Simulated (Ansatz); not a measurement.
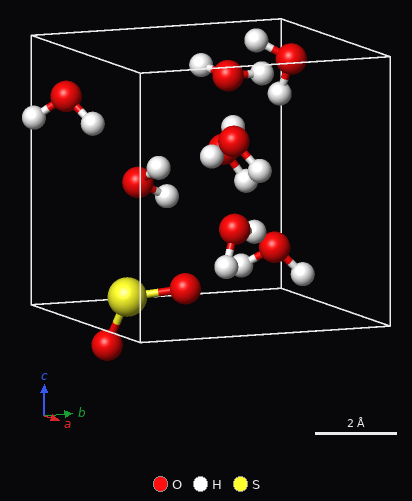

Starting frame of a dynamics run of a periodic cell with 8 H2O + 1 SO2 at 1.101 g/cm³. A ball-and-stick model of the simulation cell, seen slightly off an axis.

These are results of DFT PBE-D3(BJ), scalar-relativistic, plane waves, PAW (Ansatz), not measurements.

The input:
```yaml
crystal:
  lattice:
    - [6.796884, 0.0, 0.0]
    - [0.0, 6.796884, 0.0]
    - [0.0, 0.0, 6.796884]
  atoms:
    - { symbol: O, position: [0.11641356, 0.08297622, 0.78117231] }
    - { symbol: H, position: [0.0520433, -0.0181845, 0.69951956] }
    - { symbol: H, position: [0.20437236, 0.15103666, 0.68767521] }
    - { symbol: O, position: [0.09131514, 0.92842836, 0.16580562] }
    - { symbol: H, position: [0.11791166, 1.0291123, 0.06338259] }
    - { symbol: H, position: [0.01070499, 0.82968701, 0.0929088] }
    - { symbol: O, position: [0.86715306, 0.65633283, 0.99029075] }
    - { symbol: H, position: [0.8114851, 0.63422903, 0.8554876] }
    - { symbol: H, position: [0.81791099, 0.53795544, 1.05955138] }
    - { symbol: O, position: [0.31533407, 0.64414814, 0.85157388] }
    - { symbol: H, position: [0.29955697, 0.7866614, 0.84921347] }
    - { symbol: H, position: [0.18184975, 0.59481991, 0.87503726] }
    - { symbol: O, position: [0.66374387, 0.51547518, 0.66434311] }
    - { symbol: H, position: [0.71587763, 0.59645927, 0.55741431] }
    - { symbol: H, position: [0.53352725, 0.56946722, 0.69598963] }
    - { symbol: O, position: [0.3757262, 0.64448075, 0.28957113] }
    - { symbol: H, position: [0.29166397, 0.7596101, 0.26170858] }
    - { symbol: H, position: [0.40402795, 0.59842347, 0.15650597] }
    - { symbol: O, position: [0.36908164, 0.25990854, 0.48639783] }
    - { symbol: H, position: [0.34185018, 0.38820818, 0.42356848] }
    - { symbol: H, position: [0.49300268, 0.28891247, 0.55604898] }
    - { symbol: O, position: [-0.02346669, 0.773954, 0.52302254] }
    - { symbol: H, position: [-0.00151037, 0.85484537, 0.40392333] }
    - { symbol: H, position: [0.08532914, 0.67971362, 0.51695912] }
    - { symbol: S, position: [0.63600093, 0.10109671, 1.10829698] }
    - { symbol: O, position: [0.72008911, 0.29648616, 1.13878175] }
    - { symbol: O, position: [0.54464167, 0.06012886, 0.91919034] }
basis:
  ecutwfc: 420.0
kpoints:
  mp_grid: { grid: [1, 1, 1] }
hamiltonian:
  xc: pbe
  dispersion: d3bj
scf:
  occupations: { method: fermi_dirac, width: 0.02 }
  lower_state_search: "off"
md:
  timestep: 0.5
  n_steps: 300
  ensemble: nvt_langevin
  temperature: 1000.0
  initial_velocities: maxwell_boltzmann
  seed: 243428
  friction: 0.02
```

Run as
```bash
ansatz run input.yaml --threads 1 --pin off --max-ram 3072MiB --backend cpu --events-out ev --progress --plain --runs-dir out
```

Q: What does the trajectory do?

A: Over the second half the temperature averages 943 K (spread ±114 K). The potential energy is still drifting at the end, so the run hasn't reached equilibrium. The potential energy in the second half lies on average 107 meV per atom above the first frame. Root-mean-square distances from the starting positions over the second half, with the common drift of all atoms taken out: H 1.28 Å, O 0.79 Å, S 0.61 Å. The heavy atoms stay within a fraction of a molecule's size of their starting places, while the hydrogen atoms travel further, as molecules turn; so short a run doesn't tell a liquid from a solid.

Along the run (each row but the first and the last is the mean over the interval that it begins):

```
time (fs)  potential energy (meV/atom)  T (K)
      0.0                          0.0    963
     25.0                         67.4    723
     50.0                         75.3    745
     75.0                         95.2    883
    100.0                        111.9   1012
    125.0                        113.0    935
    150.0                        103.3    880
```

The paths of the atoms:

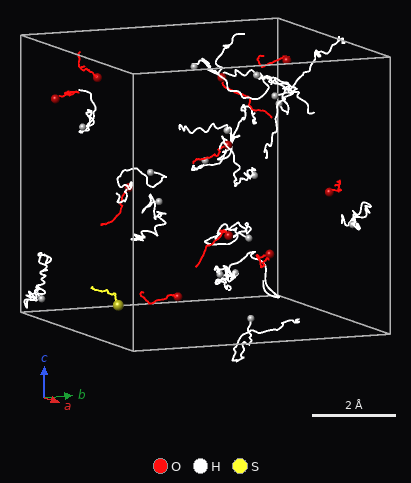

Limits of the set-up: the periodic images lie only 6.8 Å apart, so the values are limited by the cell's size.

The run took 9.6 min on 1 thread of Arm Neoverse V1, on a shared host, peak memory 0.37 GiB.
